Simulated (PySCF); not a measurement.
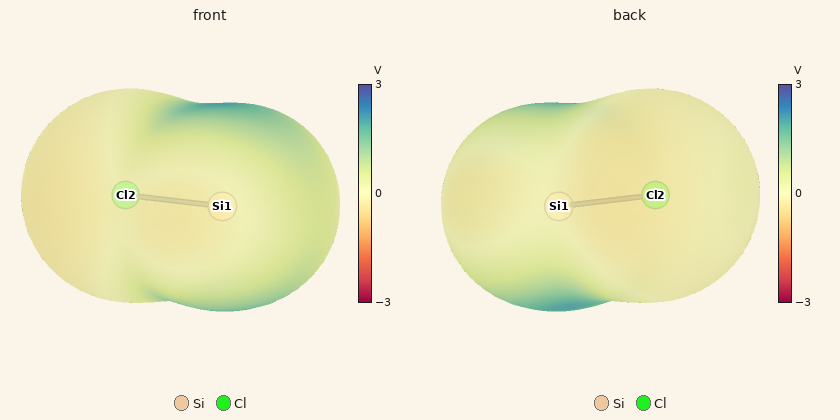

Figure. SiCl (doublet). The molecular electrostatic potential painted on the density surface at 0.002 e/bohr³, seen from the front and from behind; the colour scale runs from red (negative) to blue (positive).

Level of theory: PySCF, PBE0/def2-TZVP, non-relativistic Hamiltonian with scalar-relativistic core potentials where named, at a bond length of 2.074 Å.

```yaml
atoms:
  - { symbol: Si, position_ang: [0.0000, 0.0000, -1.1522] }
  - { symbol: Cl, position_ang: [0.0000, 0.0000, 0.9218] }
```

Question: Which sites attract a positive test charge, and which a negative one?

Answer: A positive charge is drawn to the negative regions and a negative charge to the positive ones. The most negative region (about −0.4 V, or −9 kcal/mol for a unit charge) lies over Cl2, the most positive (about +2.0 V, or +46 kcal/mol for a unit charge) over Si1.
